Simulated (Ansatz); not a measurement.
## Electronic structure of CH8OSi2 in real space

Input

```
crystal:
  periodic: [false, false, false]
  atoms:
    - { symbol: Si, position_ang: [0.0, 0.0, 0.0] }
    - { symbol: O, position_ang: [0.0, 0.0, 1.68] }
    - { symbol: H, position_ang: [-0.9095, -0.2814, 2.0171] }
    - { symbol: C, position_ang: [1.7634, 0.0, -0.6227] }
    - { symbol: H, position_ang: [2.1111, -1.0463, -0.7509] }
    - { symbol: H, position_ang: [1.8119, 0.5276, -1.5981] }
    - { symbol: H, position_ang: [2.4154, 0.5187, 0.1108] }
    - { symbol: H, position_ang: [-0.6877, 1.1914, -0.4862] }
    - { symbol: Si, position_ang: [-1.0456, -1.8115, -0.7393] }
    - { symbol: H, position_ang: [-1.7029, -2.4846, 0.3772] }
    - { symbol: H, position_ang: [-2.0454, -1.4265, -1.7311] }
    - { symbol: H, position_ang: [-0.0777, -2.7173, -1.3511] }
basis:
  gaussian: { orbitals: "6-31G" }
hamiltonian:
  xc: b3lyp
  dispersion: d4
relax:
  f_tol: 0.02
  max_steps: 40
output:
  orbitals: {}
```

Command:

```sh
ansatz run input.yaml --threads 1 --pin off --max-ram 2048MiB --backend cpu --events-out ev --progress --plain --runs-dir out
```

The fields are those of the relaxed geometry.

The calculation used Ansatz, RKS B3LYP-D4/6-31G.

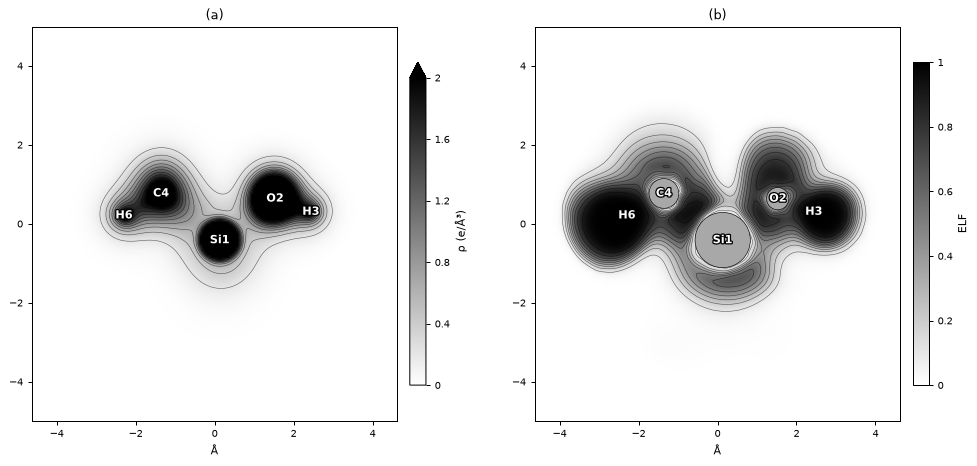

Figure 1. (a) total electron density; (b) electron localisation function on the plane of atoms O2, Si1 and C4. Grey discs cover the atomic cores in the ELF map.

Q: Interpret the plot.

A:
- Atoms in the plane: Si, O, H and C.
- Si–O (1.74 Å): ρ is about 0.79 e/Å³ halfway; the ELF peaks at about 0.85 between the atoms, as expected for a polar covalent bond.
- C–Si (1.90 Å): ρ at the midpoint is about 0.82 e/Å³; the ELF peaks at about 0.95 between the atoms; a covalent bond.
- O–H (0.97 Å): ρ at the midpoint is about 3.4 e/Å³; the ELF climbs to about 1 towards the hydrogen, as it does in any bond to H; a covalent bond by its length.
- C–H (1.10 Å): the density is about 1.8 e/Å³ at the midpoint; the ELF climbs to about 1 towards the hydrogen; a covalent bond by its length.
- The ELF also peaks beside O2, away from the bonds: lone-pair regions.

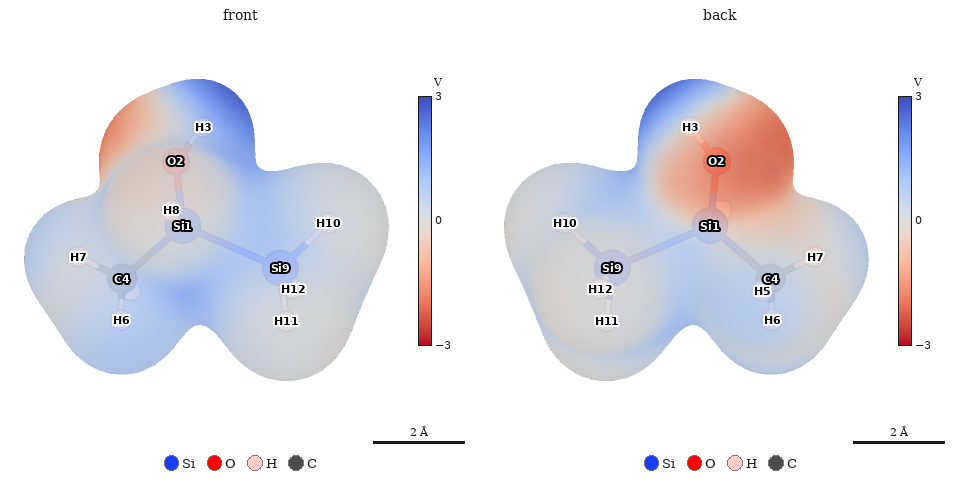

Figure 2. The electrostatic potential painted on the density surface at 0.002 e/bohr³, seen from the front and from behind; red is negative and blue positive.

Q: Which sites attract a positive test charge, and which a negative one?

A: A positive charge is drawn to the negative regions and a negative charge to the positive ones. The most negative region (about −2.1 V) lies over O2, the most positive (about +2.4 V) over H3. O2 is the likeliest acceptor of a hydrogen bond.

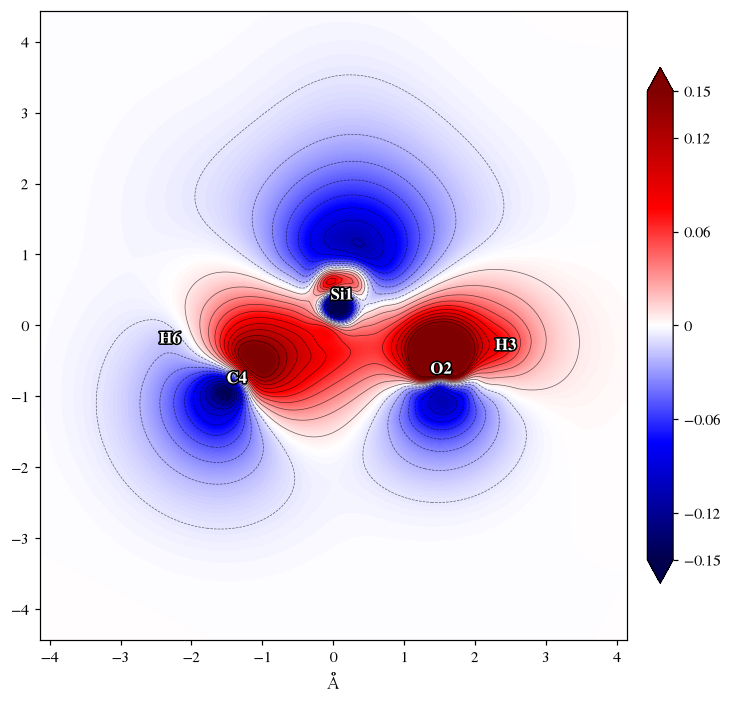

Figure 3. The HOMO on the plane of atoms Si1, C4 and H6 (values in Å⁻³ᐟ²; the overall sign is arbitrary).

Q: Describe this orbital and give its energy.

A: By Hirshfeld shares it lies mainly on O2 (about 35 %), Si9 (about 25 %), Si1 (about 20 %) and H8 (about 5 %). Its energy is −7.30 eV.
